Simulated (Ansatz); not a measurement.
## Electronic structure of C2H5NSi in real space

Input file:

```
crystal:
  periodic: [false, false, false]
  atoms:
    - { symbol: C, position_ang: [-0.6255, 0.15359, 1.56428] }
    - { symbol: "N", position_ang: [-0.28356, 0.99587, 0.4575] }
    - { symbol: C, position_ang: [0.17387, 0.67085, -0.63033] }
    - { symbol: Si, position_ang: [0.76558, -0.49118, -1.83399] }
    - { symbol: H, position_ang: [-0.45042, -0.91097, 1.35785] }
    - { symbol: H, position_ang: [-0.0318, 0.46574, 2.42442] }
    - { symbol: H, position_ang: [-1.67711, 0.3172, 1.80302] }
    - { symbol: H, position_ang: [-0.06071, -0.72252, -3.00931] }
    - { symbol: H, position_ang: [2.18964, -0.47858, -2.13344] }
basis:
  gaussian: { orbitals: def2-SVP }
hamiltonian:
  xc: b3lyp
relax:
  f_tol: 0.015
  max_steps: 40
output:
  orbitals: {}
```

Command:

```sh
ansatz run input.yaml --threads 1 --pin off --max-ram 2048MiB --backend cpu --events-out ev --progress --plain --runs-dir out
```

The fields are those of the relaxed geometry.

All numbers below come from RKS B3LYP/def2-SVP (Ansatz 0.2.0).

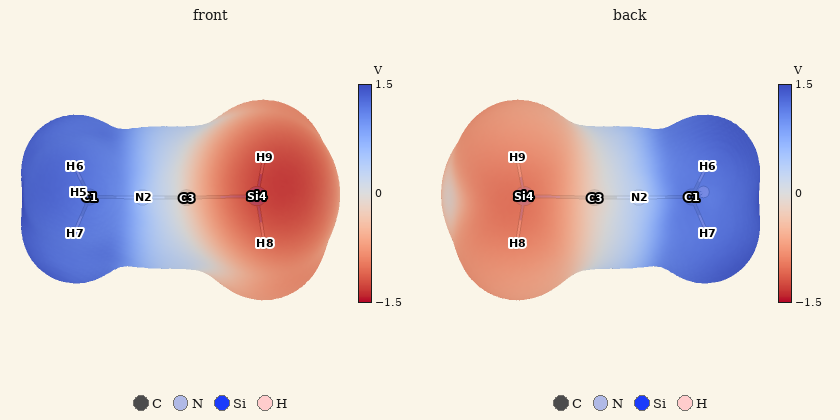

Figure 1. The electrostatic potential painted on the density surface at 0.001 e/bohr³, seen from the front and from behind; red is negative and blue positive.

> Which sites attract a positive test charge, and which a negative one?

A positive charge is drawn to the negative regions and a negative charge to the positive ones. The most negative region (about −1.3 V) lies over C3, the most positive (about +1.4 V) over C1.

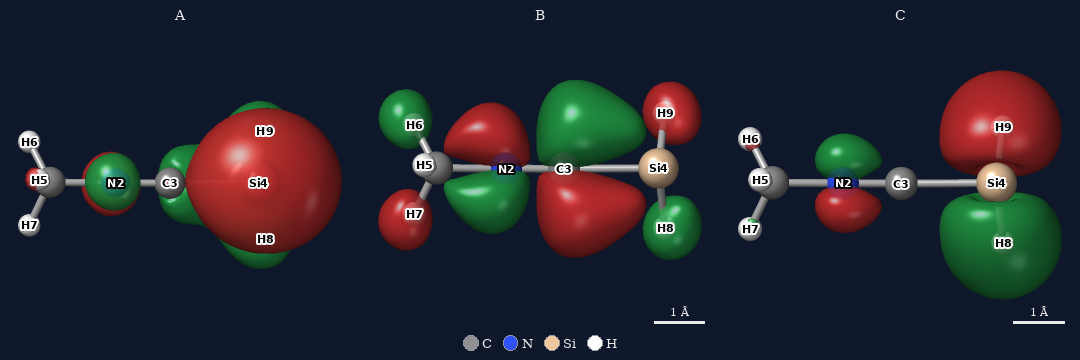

Figure 2. Three frontier orbitals at ±0.1 Å⁻³ᐟ² (green and red are the two phases), in no order.

> Which picture is the HOMO−1, the HOMO and the LUMO?

C is the HOMO−1 (−8.09 eV). By Hirshfeld shares it lies mainly on Si4 (about 40 %), H8 (about 25 %) and H9 (about 25 %). A is the HOMO (−5.22 eV). By Hirshfeld shares it lies mainly on Si4 (about 70 %), C3 (about 10 %) and N2 (about 5 %). B is the LUMO (−0.85 eV). Its weight (Hirshfeld) is mainly on C3 (about 40 %) and N2 (about 25 %); π-antibonding (π*) across C3–N2.

> What is the HOMO–LUMO gap?

4.37 eV between the orbital energies.

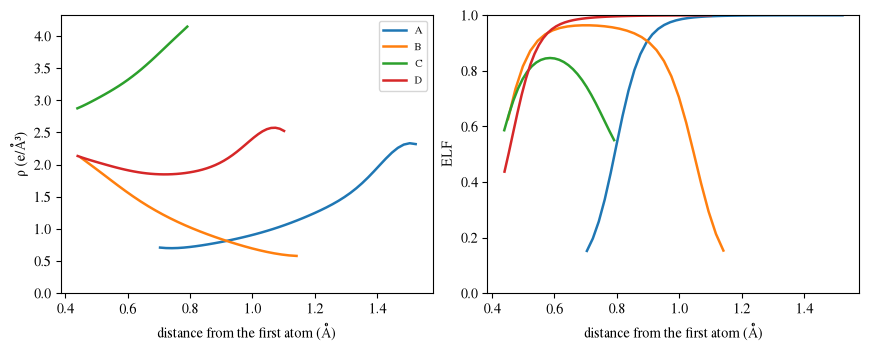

Figure 3. Total electron density and ELF along straight lines between neighbouring atoms. The curves leave out the atomic cores.

> Which curve belongs to which contact (C–H, C–N, C–Si and Si–H)? The first atom named is at distance zero.

Curve A: Si–H (1.52 Å): ρ is about 0.7 e/Å³ halfway; the ELF climbs to about 1 towards the hydrogen, as it does in any bond to H. Curve B: C–Si (1.90 Å): the density is about 0.76 e/Å³ at the midpoint; the ELF peaks at about 0.95 between the atoms (a covalent bond). Curve C: C–N (1.17 Å): ρ is about 3.3 e/Å³ halfway; the ELF peaks at about 0.85 between the atoms; a short, multiple covalent bond. Curve D: C–H (1.10 Å): the density is about 2 e/Å³ at the midpoint; the ELF climbs to about 1 towards the hydrogen; a covalent bond by its length.
